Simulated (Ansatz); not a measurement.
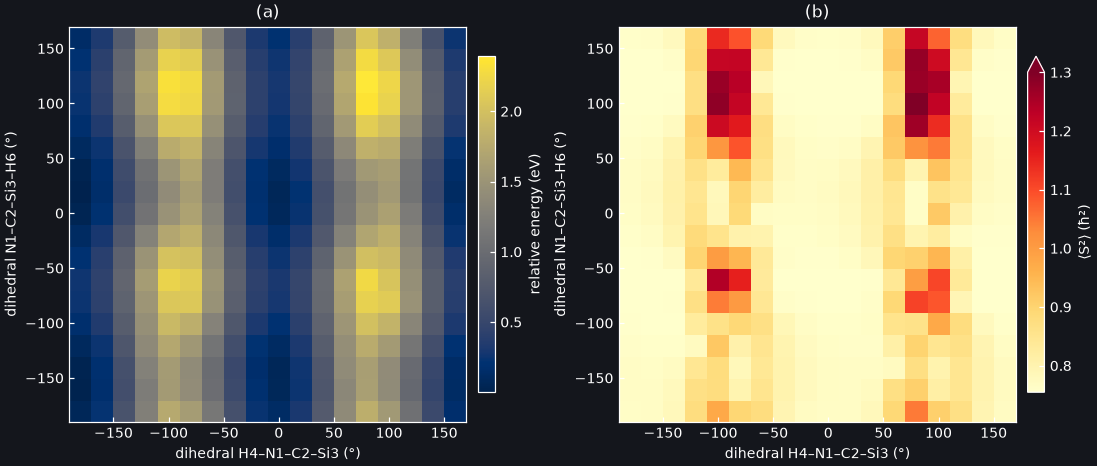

CH4NSi, SMILES N=C[SiH2], spin multiplicity 2. The first coordinate is: dihedral H4–N1–C2–Si3; the second: dihedral N1–C2–Si3–H6. Nothing is relaxed (all other coordinates rigid). The scan uses an 18 × 18 grid. Points are written as (first, second). All energies are given in eV relative to the relaxed molecule at the same level. In part of the range the unrestricted reference is strongly spin-contaminated. Computed with UKS r2SCAN-D4/def2-SVP in Ansatz 0.2.0.

Panel (a) is the energy; panel (b) is the computed ⟨S²⟩, in ħ².

The picture shows one coloured cell a grid point.

Q: How does the ⟨S²⟩ vary over the map, and what is it at the lowest grid point?

A: Leaving out the highest fifth of the energies, it runs from 0.75 ħ² at (−180°, −60°) to 0.93 ħ² at (60°, 80°). At the lowest grid point, (−180°, 20°), it is 0.77 ħ².

| dihedral N1–C2–Si3–H6 ↓, dihedral H4–N1–C2–Si3 → | −180 | −140 | −100 | −60 | −20 | 20 | 60 | 100 | 140 |
| --- | --- | --- | --- | --- | --- | --- | --- | --- | --- |
| 140 | 0.76 | 0.76 | 1.22 | 0.84 | 0.76 | 0.76 | 0.92 | 1.20 | 0.76 |
| 100 | 0.76 | 0.76 | 1.28 | 0.84 | 0.76 | 0.76 | 0.88 | 1.22 | 0.76 |
| 60 | 0.76 | 0.80 | 1.01 | 0.87 | 0.76 | 0.77 | 0.92 | 1.05 | 0.78 |
| 20 | 0.77 | 0.81 | 0.78 | 0.82 | 0.77 | 0.78 | 0.85 | 0.86 | 0.77 |
| −20 | 0.76 | 0.80 | 0.86 | 0.80 | 0.76 | 0.77 | 0.87 | 0.82 | 0.76 |
| −60 | 0.75 | 0.75 | 1.24 | 0.83 | 0.76 | 0.76 | 0.84 | 1.11 | 0.76 |
| −100 | 0.76 | 0.76 | 0.86 | 0.87 | 0.77 | 0.76 | 0.86 | 0.97 | 0.78 |
| −140 | 0.77 | 0.77 | 0.88 | 0.84 | 0.78 | 0.77 | 0.77 | 0.80 | 0.80 |
| −180 | 0.76 | 0.78 | 0.98 | 0.88 | 0.77 | 0.77 | 0.89 | 0.91 | 0.80 |

The table holds every second grid line.
